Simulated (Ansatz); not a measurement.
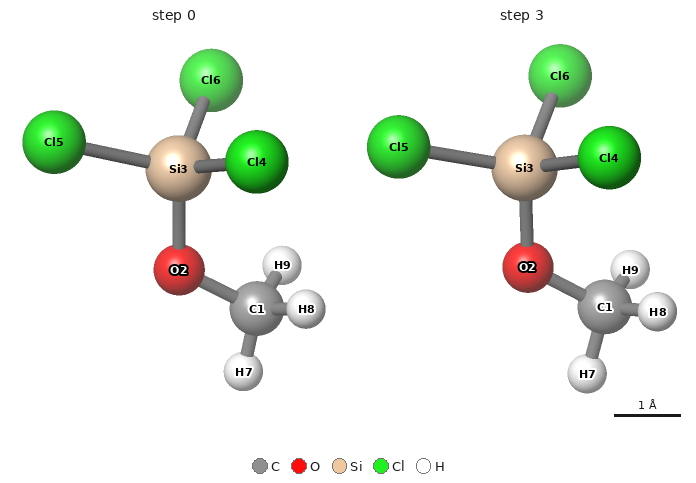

The structure of CH3Cl3OSi (coarse preliminary run) before (left) and after (right) a relaxation, at one scale.

A ball-and-stick model, seen from a free direction.

The start comes from a force field.

Level of theory: RKS PBE-D4/def2-SVP in Ansatz. (force threshold 0.03 eV/Å; at most 200 steps)

What changed between the two?

Over 3 geometry steps the energy falls by 7.67 kcal/mol. The largest force component goes from 3.2 to 0.028 eV/Å. Cl4 moves most after the best rigid fit: 0.11 Å. Largest moves by element: Cl 0.11 Å, H 0.07 Å, O 0.04 Å, Si 0.03 Å, C 0.03 Å. Some distances before and after: Si3–Cl4 1.941 → 2.063 Å, C1–H7 1.047 → 1.107 Å, C1–H9 1.166 → 1.111 Å, C1–H8 1.081 → 1.112 Å. Bond angles that change, for instance: Cl4–Si3–Cl6 111.9° → 108.1°, O2–C1–H8 108.0° → 111.4°, H7–C1–H8 112.0° → 108.8°.
